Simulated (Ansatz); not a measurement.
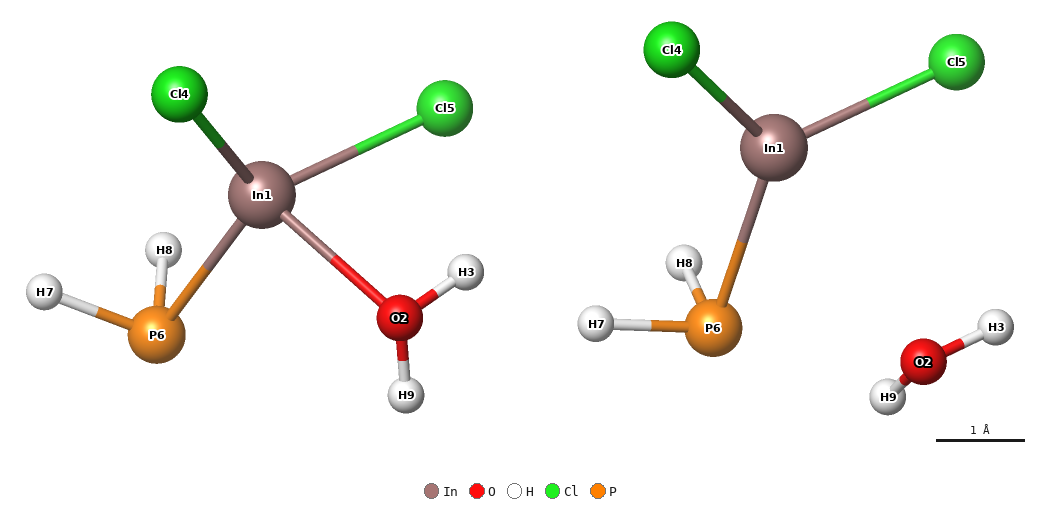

Two geometries of InPH$_{4}$OCl$_{2}$, drawn at one scale. One is the start of a relaxation, the other its converged end. The picture is a ball-and-stick view, seen at a tilt.

Level of theory: Ansatz, RKS PBE-D4/def2-SVP. (no spin polarisation; force threshold 0.03 eV/Å; at most 50 steps)

Which of the two is the end point?

The left one is the relaxed one. The run prepares an end point of a later path (reaction) calculation, from a guessed geometry. The largest move after the best rigid fit is that of H3, 0.64 Å. Largest moves by element: H 0.64 Å, Cl 0.63 Å, In 0.55 Å, O 0.50 Å, P 0.49 Å. Among the contacts that change: In1–O2 3.174 → 2.375 Å, In1–H3 3.338 → 2.588 Å, In1–Cl5 2.376 → 2.428 Å, In1–P6 2.496 → 2.519 Å. New bonds form, among them: In1–O2 (3.17 → 2.37 Å). Bond angles that change, for instance: In1–P6–H8 92.8° → 90.1°, H3–O2–H9 102.5° → 104.9°, Cl4–In1–Cl5 114.7° → 112.6°. After 11 geometry steps the energy has fallen by 47.4 kJ/mol. Largest force component: 0.63 eV/Å at the start, 0.013 eV/Å at the end. The run took 20 s on 4 threads of Arm Neoverse V1, with other jobs on the host, peak memory 0.18 GiB.

Limits of the set-up: the start holds two separate molecules, 2.6 Å apart at their closest, whose relative position is a soft coordinate.
